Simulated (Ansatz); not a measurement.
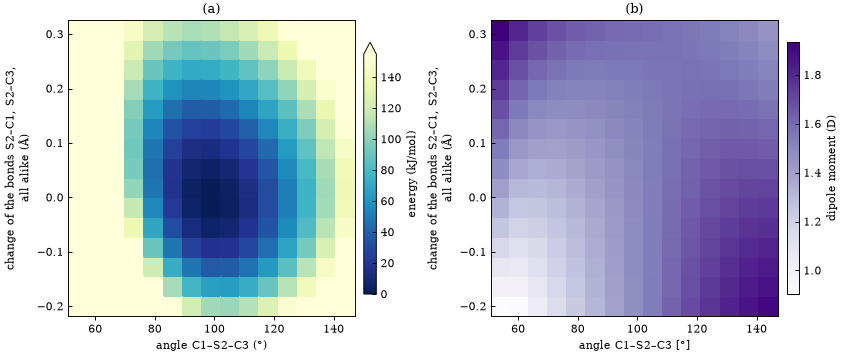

C2H5FS, SMILES CSCF. 
- First axis: angle C1–S2–C3. Second axis: change of the bonds S2–C1, S2–C3, all alike.
- Nothing is relaxed (all other coordinates rigid).
- Grid: 15 × 15 points.
- Points are written as (first, second).
- All energies are given in kJ/mol relative to the lowest grid point.
- All numbers below come from RKS PBE-D4/def2-SVP (Ansatz 0.2.0).

Panel (a) is the energy; panel (b) is the computed dipole moment, in D.

The picture shows one coloured cell a grid point, one colour for all values above the top of the scale.

How does the dipole moment vary over the map, and what is it at the lowest grid point?

Answer. Leaving out the highest fifth of the energies, it runs from 1.23 D at (73.3°, −0.091 Å) to 1.85 D at (144.0°, −0.127 Å). At the lowest grid point, (99.0°, 0.018 Å), it is 1.49 D.
